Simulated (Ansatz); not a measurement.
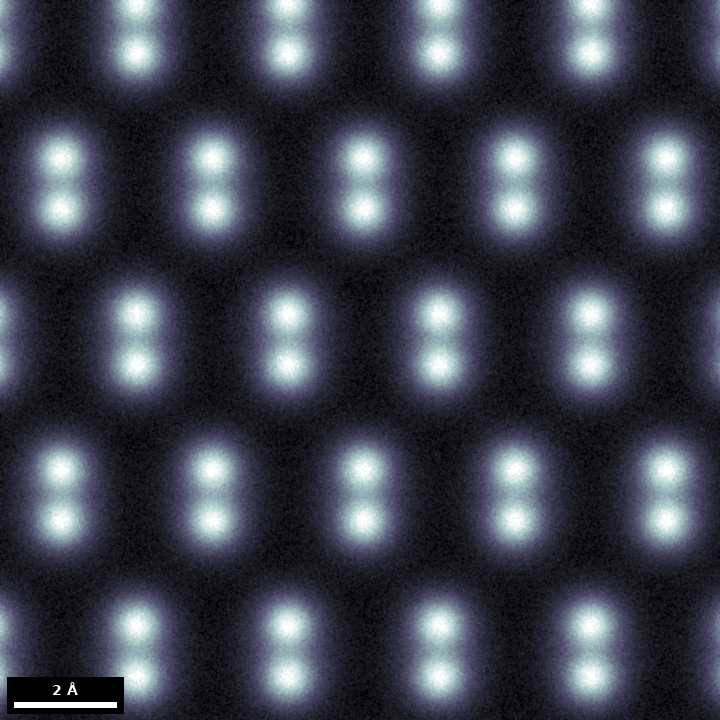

iDPC-like image of Lu (P6_3/mmc, No. 194). Simulated as the projected potential of neutral atoms (B = 0.3 Å²) blurred by a 0.50 Å probe, the thin-sample limit of integrated differential phase contrast. The display is stretched by a gamma of 0.65; percentages refer to the linear signal. Shot noise was added. Structure: the geometry given to an electronic-structure calculation, possibly off equilibrium.

```cif
data_structure
_symmetry_space_group_name_H-M 'P6_3/mmc'
_symmetry_Int_Tables_number 194
_cell_length_a 3.4965
_cell_length_b 3.4965
_cell_length_c 5.4495
_cell_angle_alpha 90.000
_cell_angle_beta 90.000
_cell_angle_gamma 120.000
_cell_volume 57.70
loop_
_atom_site_label
_atom_site_type_symbol
_atom_site_symmetry_multiplicity
_atom_site_Wyckoff_symbol
_atom_site_fract_x
_atom_site_fract_y
_atom_site_fract_z
_atom_site_occupancy
Lu1 Lu 2 d 0.33333 0.66667 0.75000 1
```

Question: Along which zone axis is the crystal seen: [102], [101], [100] or [310]? (Directions equivalent by symmetry count as one.)

Answer: [101]. The projected cells are 1.66 × 3.03 Å, 90° for [102]; 2.94 × 3.37 Å, 116° for [101]; 3.03 × 5.45 Å, 90° for [100]; 1.14 × 5.45 Å, 90° for [310], and the image repeats as the [101] one does.
